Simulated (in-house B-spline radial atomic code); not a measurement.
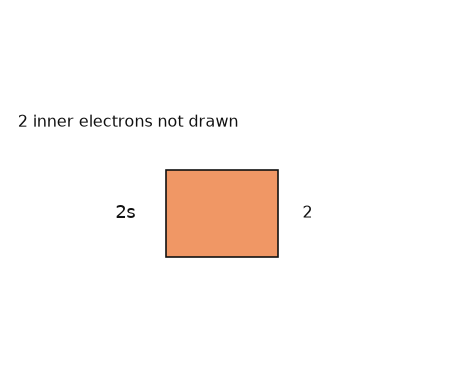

Figure 1. The outer shells as the input fills them: a box for each of the 2l + 1 orbitals, shaded by the share of the shell that is filled, with the electron count at the right.

# Li⁻: RPA and GW calculation

- system: Li⁻, configuration [He] 2s2.
- method: RPA, second-order and SOSEX correlation energies and G0W0 (contour deformation) on a non-relativistic mean field, all electrons, B-spline basis (in-house B-spline radial atomic code)

## Input
```
Z = 3
electrons = 4.0
configuration = [He] 2s2
hamiltonian = nr
method = pbe0
lmax = 9
spin_polarised = False
box_radius = 60.0
intervals = 47
```

Launched within a batch (the task file carries these settings):
```bash
python <driver script> task.json out
```

The program writes its results to a structured record and prints no log; tables and figures of this report are taken from that record.

## What the run reported

- outcome: refused by the program
- hardware: 1 thread of Arm Neoverse N1, 90 GiB of memory available, shared host

## Diagnosis

The program refused the input; the driver noted: the highest occupied level is unbound.
